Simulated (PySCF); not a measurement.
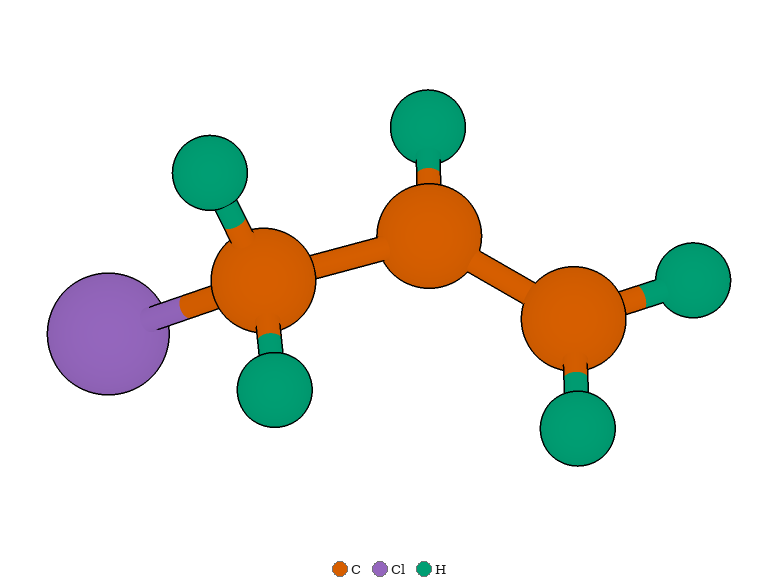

Source: calculation with PySCF.

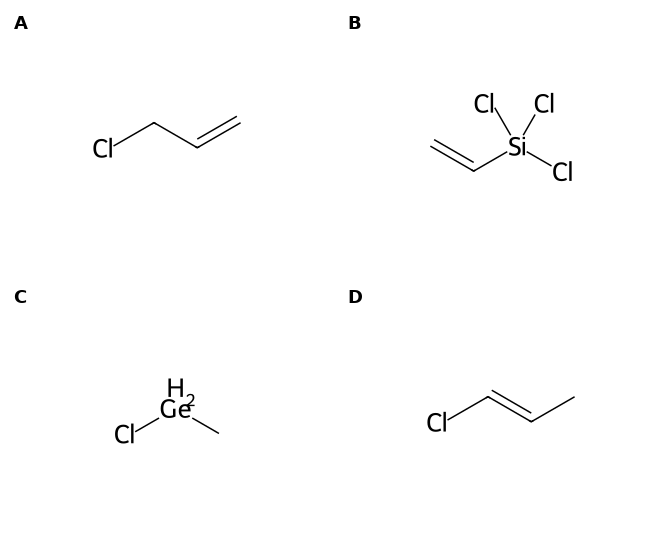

Question: Which structural formula matches the 3D model?

Answer: A, `C=CCCl`.
